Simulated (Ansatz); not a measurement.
# Resistivity from frozen vibrations: Ag(111) with 4 thermally displaced layers, 2x2, part 2 of 2

How much do lattice vibrations at 300 K scatter the electrons of Ag? Layers with random displacements are laid between perfect leads, and the resistance is followed against their length.

Ansatz 0.2.0; Ansatz plane-wave DFT, PBE, PAW files; ballistic transport by layer matching (Landauer), zero bias; PAW set soft_1.

So far, open channels per spin nearest the Fermi level: step 2 (with 4 displaced layers) 3.23.

## (3) With 8 displaced layers

System of this step: Ag(111) with 8 thermally displaced layers, 2x2. The cell holds 56 atoms: 56 Ag. Its edges and angles: a = 5.779 Å, b = 5.779 Å, c = 33.070 Å, α = 87.5°, β = 92.5°, γ = 120.0°. It derives from Ag. Regions: lead, 24 atoms (24 Ag); scattering region, 32 atoms (32 Ag). The structure is stacked along c, and the current runs across the ab planes.

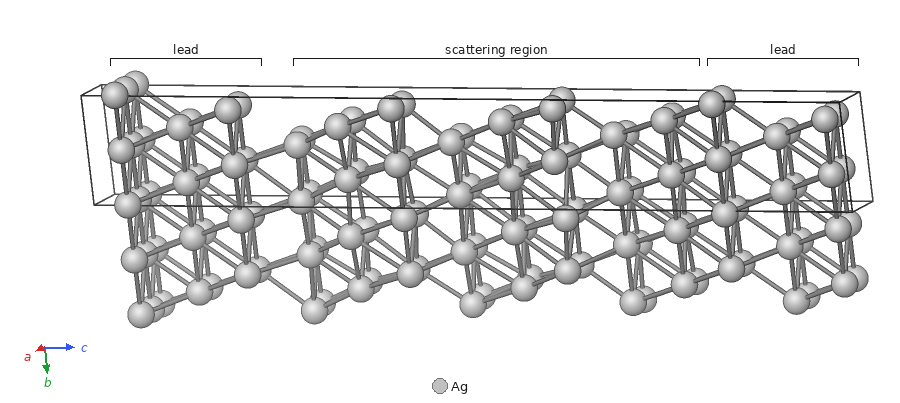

The cell of this step (silver light grey). 1×2×1 cells are drawn. Some periodic images of atoms are drawn too.

The input, input.yaml:

```yaml
crystal:
  lattice:
    - [5.7787594586, 0.0, 0.0]
    - [-2.8893797293, 5.0045524935, 0.0]
    - [-1.4446898646, 0.8340920822, 33.0283613795]
  atoms:
    - { symbol: Ag, position: [0.005952381, 0.994047619, 0.0357142857] }
    - { symbol: Ag, position: [0.005952381, 0.494047619, 0.0357142857] }
    - { symbol: Ag, position: [0.505952381, 0.994047619, 0.0357142857] }
    - { symbol: Ag, position: [0.505952381, 0.494047619, 0.0357142857] }
    - { symbol: Ag, position: [0.1845238095, 0.3154761905, 0.1071428571] }
    - { symbol: Ag, position: [0.1845238095, 0.8154761905, 0.1071428571] }
    - { symbol: Ag, position: [0.6845238095, 0.3154761905, 0.1071428571] }
    - { symbol: Ag, position: [0.6845238095, 0.8154761905, 0.1071428571] }
    - { symbol: Ag, position: [0.3630952381, 0.1369047619, 0.1785714286] }
    - { symbol: Ag, position: [0.3630952381, 0.6369047619, 0.1785714286] }
    - { symbol: Ag, position: [0.8630952381, 0.1369047619, 0.1785714286] }
    - { symbol: Ag, position: [0.8630952381, 0.6369047619, 0.1785714286] }
    - { symbol: Ag, position: [0.0410374335, 0.9684349194, 0.2489630152] }
    - { symbol: Ag, position: [0.0570820184, 0.4762170037, 0.2485155962] }
    - { symbol: Ag, position: [0.5759571145, 0.9870427086, 0.252943761] }
    - { symbol: Ag, position: [0.5707379338, 0.4770556494, 0.256150641] }
    - { symbol: Ag, position: [0.2234291124, 0.2795252036, 0.3230739173] }
    - { symbol: Ag, position: [0.1916938575, 0.752198556, 0.3190223526] }
    - { symbol: Ag, position: [0.7296073273, 0.2889776193, 0.3172372087] }
    - { symbol: Ag, position: [0.6879387168, 0.7741553848, 0.3209155317] }
    - { symbol: Ag, position: [0.4046449134, 0.1127193805, 0.3962095433] }
    - { symbol: Ag, position: [0.4074273808, 0.6127196151, 0.3898693071] }
    - { symbol: Ag, position: [0.8828968776, 0.105141649, 0.39467042] }
    - { symbol: Ag, position: [0.915826061, 0.6115060285, 0.3949964586] }
    - { symbol: Ag, position: [0.0739006285, 0.8914053993, 0.4622828259] }
    - { symbol: Ag, position: [0.0891619232, 0.4340494372, 0.4601605529] }
    - { symbol: Ag, position: [0.5916156959, 0.914823718, 0.4636516329] }
    - { symbol: Ag, position: [0.5877473, 0.4367675764, 0.4603760069] }
    - { symbol: Ag, position: [0.2717329094, 0.2457897379, 0.5336114181] }
    - { symbol: Ag, position: [0.2316881148, 0.704986854, 0.5339475081] }
    - { symbol: Ag, position: [0.7522565611, 0.2314305648, 0.534819429] }
    - { symbol: Ag, position: [0.7545636018, 0.7444546305, 0.5384986995] }
    - { symbol: Ag, position: [0.4320402228, 0.0605506476, 0.608612343] }
    - { symbol: Ag, position: [0.4640510762, 0.5590719492, 0.6085420178] }
    - { symbol: Ag, position: [0.9223421007, 0.0894015081, 0.6089417309] }
    - { symbol: Ag, position: [0.9542996208, 0.5648869853, 0.6042979368] }
    - { symbol: Ag, position: [0.1333010309, 0.9008660901, 0.6762060471] }
    - { symbol: Ag, position: [0.094093837, 0.3950691525, 0.6781038516] }
    - { symbol: Ag, position: [0.6480553941, 0.8760858067, 0.6771294501] }
    - { symbol: Ag, position: [0.5959745176, 0.3573302643, 0.6761458972] }
    - { symbol: Ag, position: [0.3158470219, 0.206244556, 0.7483402462] }
    - { symbol: Ag, position: [0.2773596434, 0.7184854033, 0.7517959114] }
    - { symbol: Ag, position: [0.7923006343, 0.2011869813, 0.7508335427] }
    - { symbol: Ag, position: [0.7917700108, 0.6957912858, 0.7516977944] }
    - { symbol: Ag, position: [0.4702380952, 0.0297619048, 0.8214285714] }
    - { symbol: Ag, position: [0.4702380952, 0.5297619048, 0.8214285714] }
    - { symbol: Ag, position: [0.9702380952, 0.0297619048, 0.8214285714] }
    - { symbol: Ag, position: [0.9702380952, 0.5297619048, 0.8214285714] }
    - { symbol: Ag, position: [0.1488095238, 0.8511904762, 0.8928571429] }
    - { symbol: Ag, position: [0.1488095238, 0.3511904762, 0.8928571429] }
    - { symbol: Ag, position: [0.6488095238, 0.8511904762, 0.8928571429] }
    - { symbol: Ag, position: [0.6488095238, 0.3511904762, 0.8928571429] }
    - { symbol: Ag, position: [0.3273809524, 0.1726190476, 0.9642857143] }
    - { symbol: Ag, position: [0.3273809524, 0.6726190476, 0.9642857143] }
    - { symbol: Ag, position: [0.8273809524, 0.1726190476, 0.9642857143] }
    - { symbol: Ag, position: [0.8273809524, 0.6726190476, 0.9642857143] }
kpoints:
  mp_grid: { grid: [4, 4, 1] }
hamiltonian:
  xc: pbe
  pseudopotentials: { kind: paw, azcp: { folder: soft_1 } }
scf:
  occupations: { method: fermi_dirac, width: 0.1 }
output:
  transmission: { leads: [[0, 4]], kmesh: [8, 8], e_range: [-0.05, 0.05], de: 0.05 }
  write_potential: true
  write_density: true
  volumetric_format: npy
```

The run is started by

```bash
ansatz run input.yaml --threads 4 --pin off --max-ram 15360MiB --backend cpu --events-out ev --progress --plain --runs-dir out
```

Numbers of over 12 decimals in the logs are rounded to 6 here.

The program printed:

```text
[...]
Crystal: 56 atoms, lattice volume = 955.184 Å³
Basis set: ecut = 420 eV, 18759 PW (Γ)
Bands: 639, of which v1, the nominal top of the filled ones, is band 532 counted from 1 (531 counted from 0)
Symmetry: 1 space group operations
[...]
k-points: 10 of 16 (time reversal used)
[...]
SCF iter   1: F=—  HF=-425084.787255 eV  |F-HF|=—  |Δ(HF+E_count)|=         —  Δρ=7.05e-2  dr2=5.07e1  ethr=3.10e-3  ⟨swp⟩=4.0  Hψ=19044  notcnv=0  defer=117
[...]
SCF iter  11: F=-425071.265108 eV  HF=-425071.265108 eV  |F-HF|=4.70e-8  |Δ(HF+E_count)|=   8.21e-9  Δρ=7.36e-7  dr2=4.86e-8  ethr=9.40e-12  ⟨swp⟩=8.1  Hψ=23431  notcnv=0
SCF 1 converged in 11 iterations: F = -425071.265108 eV  dr2 = 4.86e-8
[...]
transmission: 141 of 1394 steps passed
transmission: 282 of 1394 steps passed
[...]
transmission: 1394 of 1394 steps passed
SCF converged after 11 iterations
Free energy (F): -425071.265108 eV
[...]
Internal energy: -425070.628142 eV  (E = F + TS)
E sigma→0 (E₀):  -425070.946625 eV
Entropy (-TS):   -0.636966 eV (-11.374 meV/atom)
Fermi energy:    17.159414 eV
[...]
--- Band table (eV; the first three rows and the last of 10) ---
  k-point 0: bands = [... 528 lower, 17.4298, 17.6553, 17.6958, 17.8439, 17.8602, 17.9306, 17.9595, 18.0776, ... 103 higher]
  k-point 1: bands = [... 528 lower, 16.9800, 17.0130, 17.0290, 17.0767, 17.1355, 17.2571, 17.3042, 17.4073, ... 103 higher]
  k-point 2: bands = [... 528 lower, 16.8931, 16.9250, 16.9699, 17.0110, 17.0515, 17.0908, 17.2239, 17.2287, ... 103 higher]
  k-point 9: bands = [... 528 lower, 16.7921, 16.8133, 17.0512, 17.0688, 17.0765, 17.1160, 17.3975, 17.4272, ... 103 higher]
--- Transmission ---
  basis      : 253 plane waves across, 41 finite elements along
  points     : 34, standing for a mesh of 8 x 8
[...]
channels       : 3.328125e0 a spin
[...]
junction   : crystal 0 to crystal 0, 0.70 to 31.37 Å
    transmission   : 3.175031e0 a spin
[...]
```

It took 12 min on 4 threads of Arm Neoverse V2, shared host; peak memory 9.8 GiB.

This step gave:

| Quantity | Value |
| --- | --- |
| free energy | -425071.2651 eV |
| energy at zero smearing | -425070.9466 eV |
| Fermi energy | 17.16 eV |
| transmission per spin nearest the Fermi level | 3.175 |
| open channels per spin nearest the Fermi level | 3.328 |
| step of the lead's potential | 5.5 meV |

Per spin. The transmission, zone mean by energy, zero at the Fermi level:

```csv
energy (eV),"transmission, zone mean"
-0.0500,3.17
0.0000,3.18
0.0500,3.12
```

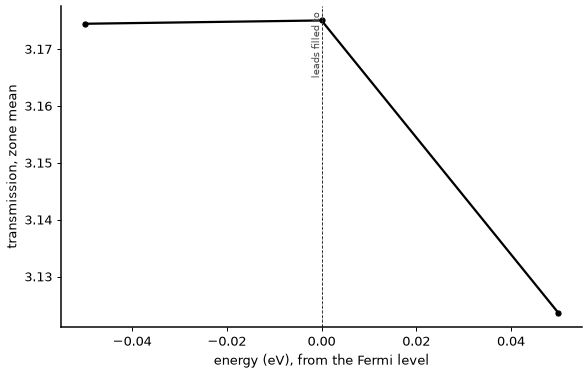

Transmission, zone mean against energy.

Over the solved energies the transmission per spin lies between 3.12 and 3.18, out of 3.30 channels of the lead on average (up to 3.33).

## (4) With 12 displaced layers

System of this step: Ag(111) with 12 thermally displaced layers, 2x2. The cell holds 72 atoms: 72 Ag. Its edges and angles: a = 5.779 Å, b = 5.779 Å, c = 42.465 Å, α = 90.0°, β = 90.0°, γ = 120.0°. It derives from Ag. Regions: lead, 24 atoms (24 Ag); scattering region, 48 atoms (48 Ag). The structure is stacked along c, and the current runs across the ab planes.

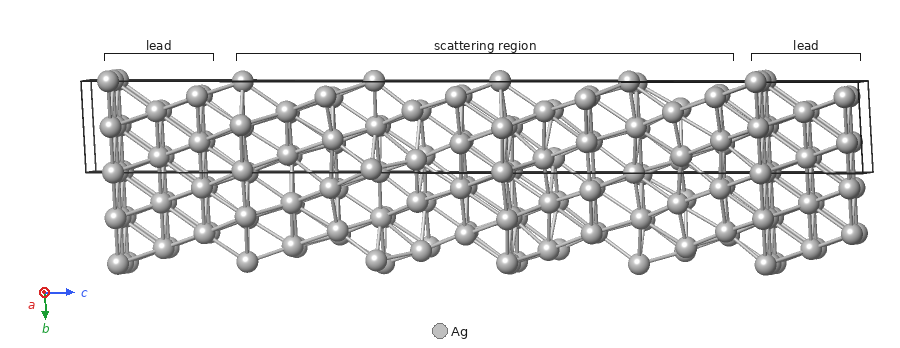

The cell of this step (silver light grey). 1×2×1 cells are drawn. Some periodic images of atoms are drawn too.

The input, input.yaml:

```yaml
crystal:
  lattice:
    - [5.7787594586, 0.0, 0.0]
    - [-2.8893797293, 5.0045524935, 0.0]
    - [0.0, 0.0, 42.4650360593]
  atoms:
    - { symbol: Ag, position: [0.0, 0.0, 0.0277777778] }
    - { symbol: Ag, position: [0.0, 0.5, 0.0277777778] }
    - { symbol: Ag, position: [0.5, 0.0, 0.0277777778] }
    - { symbol: Ag, position: [0.5, 0.5, 0.0277777778] }
    - { symbol: Ag, position: [0.1666666667, 0.3333333333, 0.0833333333] }
    - { symbol: Ag, position: [0.1666666667, 0.8333333333, 0.0833333333] }
    - { symbol: Ag, position: [0.6666666667, 0.3333333333, 0.0833333333] }
    - { symbol: Ag, position: [0.6666666667, 0.8333333333, 0.0833333333] }
    - { symbol: Ag, position: [0.3333333333, 0.1666666667, 0.1388888889] }
    - { symbol: Ag, position: [0.3333333333, 0.6666666667, 0.1388888889] }
    - { symbol: Ag, position: [0.8333333333, 0.1666666667, 0.1388888889] }
    - { symbol: Ag, position: [0.8333333333, 0.6666666667, 0.1388888889] }
    - { symbol: Ag, position: [0.9554121426, 0.9767915591, 0.1937995726] }
    - { symbol: Ag, position: [0.9878270521, 0.4790376428, 0.1951419487] }
    - { symbol: Ag, position: [0.5205199957, 0.008120982, 0.1949208656] }
    - { symbol: Ag, position: [0.5165552441, 0.5072819244, 0.1920204579] }
    - { symbol: Ag, position: [0.1751331455, 0.3565832215, 0.2475864073] }
    - { symbol: Ag, position: [0.1641350121, 0.8263272994, 0.2480945408] }
    - { symbol: Ag, position: [0.6518038652, 0.335152183, 0.2506691302] }
    - { symbol: Ag, position: [0.6584672839, 0.8072978317, 0.2493873302] }
    - { symbol: Ag, position: [0.3472474189, 0.1837135966, 0.3069825283] }
    - { symbol: Ag, position: [0.3561771211, 0.6864202166, 0.3073038081] }
    - { symbol: Ag, position: [0.8211447973, 0.1677116702, 0.3040423704] }
    - { symbol: Ag, position: [0.7810683526, 0.6364028638, 0.3099879626] }
    - { symbol: Ag, position: [0.9623944692, 0.9596317379, 0.3598701375] }
    - { symbol: Ag, position: [0.0233003853, 0.4991905527, 0.3619770096] }
    - { symbol: Ag, position: [0.4950358338, 0.9985014915, 0.3637987692] }
    - { symbol: Ag, position: [0.5116350182, 0.4984470719, 0.36300301] }
    - { symbol: Ag, position: [0.1814472607, 0.3293873285, 0.4172395355] }
    - { symbol: Ag, position: [0.1646128802, 0.8213009022, 0.4191086795] }
    - { symbol: Ag, position: [0.6584852576, 0.3221800122, 0.4131108509] }
    - { symbol: Ag, position: [0.660668268, 0.8607980305, 0.4142476039] }
    - { symbol: Ag, position: [0.3367259883, 0.1600563344, 0.4733071917] }
    - { symbol: Ag, position: [0.3357362728, 0.6526899396, 0.4716029237] }
    - { symbol: Ag, position: [0.8359137369, 0.1687290575, 0.4721617282] }
    - { symbol: Ag, position: [0.8341148641, 0.6779989505, 0.4750169378] }
    - { symbol: Ag, position: [0.0017648374, 0.9866740556, 0.5286179282] }
    - { symbol: Ag, position: [0.0051084933, 0.5083114569, 0.5316922892] }
    - { symbol: Ag, position: [0.4965603941, 0.9997929113, 0.5258964719] }
    - { symbol: Ag, position: [0.490370903, 0.4897526537, 0.5311724076] }
    - { symbol: Ag, position: [0.1662577927, 0.3230361574, 0.58742741] }
    - { symbol: Ag, position: [0.1537110227, 0.8488400364, 0.5854896682] }
    - { symbol: Ag, position: [0.6732649317, 0.3286313827, 0.5830587744] }
    - { symbol: Ag, position: [0.6683878555, 0.8474863165, 0.5783916695] }
    - { symbol: Ag, position: [0.3267296519, 0.1694023671, 0.6376557333] }
    - { symbol: Ag, position: [0.3028065701, 0.6622946224, 0.6372865253] }
    - { symbol: Ag, position: [0.8583913565, 0.1918264154, 0.6390361045] }
    - { symbol: Ag, position: [0.8014093376, 0.6631343117, 0.6369280132] }
    - { symbol: Ag, position: [0.0258613506, 0.0304540827, 0.6951179823] }
    - { symbol: Ag, position: [0.0453690862, 0.5272690265, 0.6959223874] }
    - { symbol: Ag, position: [0.4884670785, 0.003760952, 0.6916028636] }
    - { symbol: Ag, position: [0.520095246, 0.5042982955, 0.69762484] }
    - { symbol: Ag, position: [0.156976449, 0.3008479603, 0.7516713424] }
    - { symbol: Ag, position: [0.1997076599, 0.8659075901, 0.7482477517] }
    - { symbol: Ag, position: [0.6564799151, 0.3371486704, 0.7480722277] }
    - { symbol: Ag, position: [0.638885331, 0.8161821892, 0.7557920268] }
    - { symbol: Ag, position: [0.3175249834, 0.1506240633, 0.8048515283] }
    - { symbol: Ag, position: [0.3476676022, 0.6918247219, 0.8077836825] }
    - { symbol: Ag, position: [0.8485692381, 0.16931633, 0.8061052784] }
    - { symbol: Ag, position: [0.8123311567, 0.6413836433, 0.8100949703] }
    - { symbol: Ag, position: [0.0, 0.0, 0.8611111111] }
    - { symbol: Ag, position: [0.0, 0.5, 0.8611111111] }
    - { symbol: Ag, position: [0.5, 0.0, 0.8611111111] }
    - { symbol: Ag, position: [0.5, 0.5, 0.8611111111] }
    - { symbol: Ag, position: [0.1666666667, 0.3333333333, 0.9166666667] }
    - { symbol: Ag, position: [0.1666666667, 0.8333333333, 0.9166666667] }
    - { symbol: Ag, position: [0.6666666667, 0.3333333333, 0.9166666667] }
    - { symbol: Ag, position: [0.6666666667, 0.8333333333, 0.9166666667] }
    - { symbol: Ag, position: [0.3333333333, 0.1666666667, 0.9722222222] }
    - { symbol: Ag, position: [0.3333333333, 0.6666666667, 0.9722222222] }
    - { symbol: Ag, position: [0.8333333333, 0.1666666667, 0.9722222222] }
    - { symbol: Ag, position: [0.8333333333, 0.6666666667, 0.9722222222] }
kpoints:
  mp_grid: { grid: [4, 4, 1] }
hamiltonian:
  xc: pbe
  pseudopotentials: { kind: paw, azcp: { folder: soft_1 } }
scf:
  occupations: { method: fermi_dirac, width: 0.1 }
output:
  transmission: { leads: [[0, 4]], kmesh: [8, 8], e_range: [-0.05, 0.05], de: 0.05 }
  write_potential: true
  write_density: true
  volumetric_format: npy
```

The program printed:

```text
[...]
Crystal: 72 atoms, lattice volume = 1228.093 Å³
Basis set: ecut = 420 eV, 24081 PW (Γ)
Bands: 821, of which v1, the nominal top of the filled ones, is band 684 counted from 1 (683 counted from 0)
Symmetry: 1 space group operations
[...]
k-points: 10 of 16 (time reversal used)
[...]
SCF iter   1: F=—  HF=-546536.404198 eV  |F-HF|=—  |Δ(HF+E_count)|=         —  Δρ=7.03e-2  dr2=6.49e1  ethr=3.10e-3  ⟨swp⟩=4.0  Hψ=24457  notcnv=0  defer=167
[...]
SCF iter  12: F=-546519.055736 eV  HF=-546519.055736 eV  |F-HF|=5.70e-9  |Δ(HF+E_count)|=   5.82e-9  Δρ=5.99e-7  dr2=9.13e-9  ethr=7.31e-12  ⟨swp⟩=7.3  Hψ=30834  notcnv=0
SCF 1 converged in 12 iterations: F = -546519.055736 eV  dr2 = 9.13e-9
[...]
transmission: 186 of 1802 steps passed
transmission: 363 of 1802 steps passed
[...]
transmission: 1802 of 1802 steps passed
SCF converged after 12 iterations
Free energy (F): -546519.055736 eV
[...]
Internal energy: -546518.224820 eV  (E = F + TS)
E sigma→0 (E₀):  -546518.640278 eV
Entropy (-TS):   -0.830916 eV (-11.541 meV/atom)
Fermi energy:    17.240359 eV
[...]
--- Band table (eV; the first three rows and the last of 10) ---
  k-point 0: bands = [... 680 lower, 17.4917, 17.7884, 17.8086, 17.8242, 17.8317, 17.8663, 17.8817, 18.0744, ... 133 higher]
  k-point 1: bands = [... 680 lower, 17.0442, 17.1013, 17.1205, 17.1807, 17.2277, 17.2595, 17.3089, 17.3491, ... 133 higher]
  k-point 2: bands = [... 680 lower, 16.8684, 16.9166, 16.9288, 16.9619, 17.2129, 17.2422, 17.2842, 17.3238, ... 133 higher]
  k-point 9: bands = [... 680 lower, 16.8833, 16.8925, 16.9376, 16.9837, 17.2280, 17.2391, 17.2852, 17.3337, ... 133 higher]
--- Transmission ---
  basis      : 253 plane waves across, 53 finite elements along
  points     : 34, standing for a mesh of 8 x 8
[...]
channels       : 3.234375e0 a spin
[...]
junction   : crystal 0 to crystal 0, 0.70 to 40.80 Å
    transmission   : 3.002281e0 a spin
[...]
```

The job ended after 20 min (4 threads; peak memory 8.1 GiB).

Numbers from this step:

```yaml
free_energy: -546519.0557 eV
energy_at_zero_smearing: -546518.6403 eV
fermi_energy: 17.24 eV
transmission_per_spin_nearest_the_fermi_level: 3.002
open_channels_per_spin_nearest_the_fermi_level: 3.234
step_of_the_lead_s_potential: 4.4 meV
```

Per spin. Transmission, zone mean against energy, zero at the Fermi level:

```csv
energy (eV),"transmission, zone mean"
-0.0500,3.01
0.0000,3.00
0.0500,2.98
```

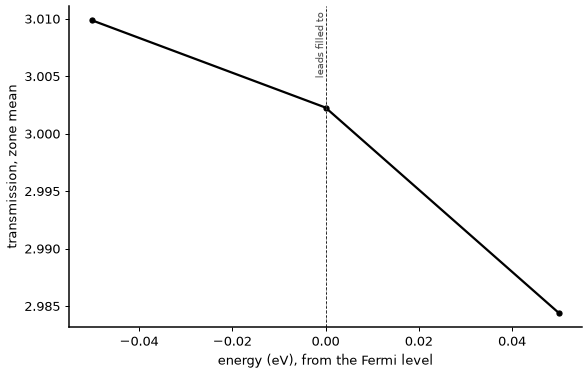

Transmission, zone mean, plotted against energy.

Over the solved energies the transmission per spin lies between 2.98 and 3.01, out of 3.23 channels of the lead on average (up to 3.23).

## (5) Resistance against length

This step: Ansatz plane-wave DFT, PBE, PAW files; ballistic transport by layer matching (Landauer), zero bias; resistivity from the slope of the area resistance; PAW set soft_1 (Ansatz 0.2.0).

This step gave:

```yaml
resistivity: 3.810 µΩ cm
intercept: -0.01881 fΩ m²
scatter_about_the_fit: 0.002257 fΩ m²
```

Resistance, by row:

```
run  length (Å)      T  channels N  RA (fΩ m²)
 n4       9.437  3.183       3.234     0.01873
 n8       18.87  3.158       3.297      0.0499
n12       28.31  2.999       3.234     0.09064
```

The area resistance by length of the displaced region:

| length of the displaced region (Å) | area resistance (fΩ m²) |
| --- | --- |
| 9.44 | 0.0187 |
| 18.87 | 0.0499 |
| 28.31 | 0.0906 |

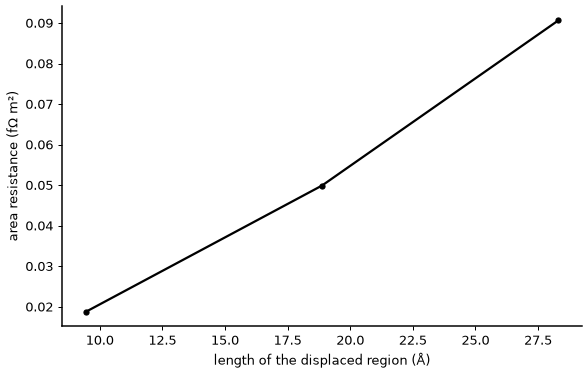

Area resistance against length of the displaced region.

The area resistance goes from 0.019 to 0.091 fΩ m² between 9.4 and 28.3 Å, a slope of 3.8 µΩ cm.

By hand from the end points: (0.09064 − 0.01873) fΩ m² / (28.31 − 9.44) Å = 3.8 µΩ cm, since 1 fΩ m² per Å is 1000 µΩ cm.

## (6) Summary of results

```yaml
resistivity_from_the_slope: 3.81 µΩ cm
area_resistance_over_9p44_a: 0.0187 fΩ m²
area_resistance_over_18p9_a: 0.0499 fΩ m²
area_resistance_over_28p3_a: 0.0906 fΩ m²
```

What this shows: The slope gives 3.8 µΩ cm. The points scatter by 0.0023 fΩ m² about the line, with one random draw a length in a 2x2 cell, so the slope is a rough value. The mean square of the displacements drawn is 0.78, 0.91 and 1.0 of the nominal one at the three lengths; with each resistance scaled back by that, the slope is 3.4 µΩ cm, the value used below. The lead's own channel count moves between the runs (3.23, 3.30 and 3.23), which shifts RA and the slope too. Read with a model of isotropic scattering on a spherical Fermi surface and the lead's 0.87×10¹⁵ S/m², this slope means a mean free path near 306 Å; over these lengths the model's slope is 1.21 times its bulk resistivity, which would be 2.8 µΩ cm. Uncorrelated displacements put too much weight on short waves, which scatter strongly; with the sideways repeat of a small cell, one draw and three short lengths, the method is good to a factor of two or three. The measured value is 1.629 µΩ cm (CRC Handbook of Chemistry and Physics, 84th ed., 2003, Electrical Resistivity of Pure Metals); the scaled slope is 2.1 times that and the corrected value 1.7: clearly high.

[Logs are printed without paths, hosts, clocks, repeated set-up lines and the standing remarks that a program may print on its own settings, such as how far it seeks lower states.]

[Hosts, paths, dates, database ids (printed as entryN), source tags and the programs' standing remarks are cut or masked in the printed files.]
